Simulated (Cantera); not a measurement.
Input: 1 mol Si, 4.2 mol NF3, 4.1 mol SF6, held at 775 °C.

Method: chemical equilibrium by Gibbs-energy minimisation in Cantera with the NASA 1993 tables (ideal gas, pure condensed phases). Candidate condensed phases: S, Si, Si3N4; 29 gas species. The numbers say what is thermodynamically allowed, not how fast it happens.

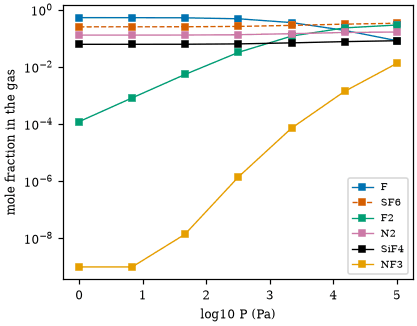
Equilibrium gas composition (values under 1e-9 drawn at 1e-9)

From 1.00e-5 bar to 1.00 bar nothing is condensed. The main Si-bearing gas is SiF4 throughout.
